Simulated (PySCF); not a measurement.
```xyz
17

C     2.4921   -0.4138   -0.0478
C     0.9967   -0.2990   -0.0187
C     0.2156   -1.2169   -0.5924
Si   -1.6595   -1.1969   -0.6458
C    -2.2852    0.4958   -0.1116
C    -1.5322    1.4259    0.4709
Si    0.2872    1.2055    0.8802
Cl    1.2885    2.8724    0.2828
H     2.9205    0.4362   -0.5782
H     2.8919   -0.3994    0.9658
H     2.8109   -1.3306   -0.5411
H     0.6974   -2.0598   -1.0816
H    -2.2001   -2.2192    0.2648
H    -2.1176   -1.4651   -2.0181
H    -3.3302    0.7164   -0.3053
H    -1.9775    2.3802    0.7368
H     0.4946    1.0804    2.3295
```

Geometry: GFN2-xTB.

The calculation used PySCF, PBE0/pcSseg-1, SCF density, gas phase, non-relativistic.

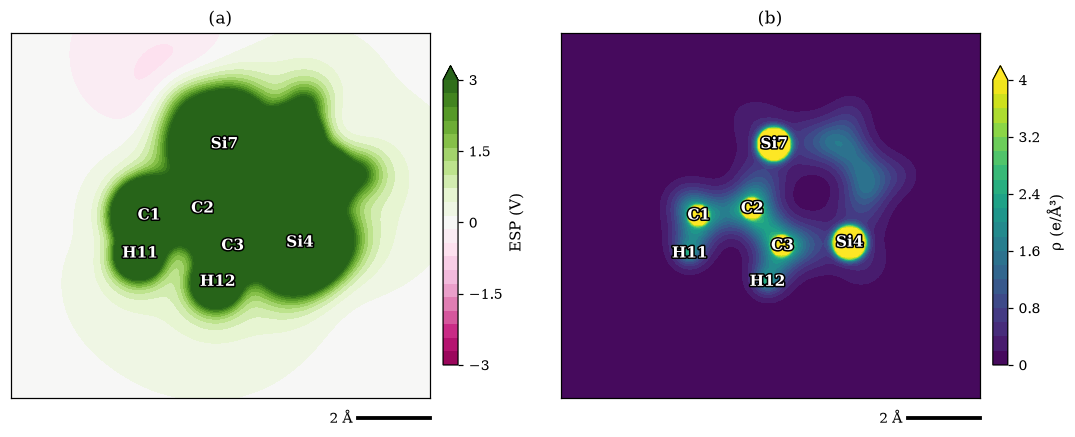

C$_{5}$H$_{9}$ClSi$_{2}$. (a) molecular electrostatic potential; (b) electron density on the plane of atoms C2, C3 and H12.

Question: Interpret the plot.

Answer: The section cuts through C, Si and H sites.
C–C (1.33 Å): ρ is about 2.3 e/Å³ halfway.
C–Si (1.88 Å): the density is about 0.95 e/Å³ at the midpoint.
C–H (1.09 Å): ρ at the midpoint is about 2 e/Å³.
C–C (1.50 Å): ρ at the midpoint is about 1.7 e/Å³.
Outside the dense part of the molecule the potential is most negative (−0.5 V) near Cl8, which lies off the plane.
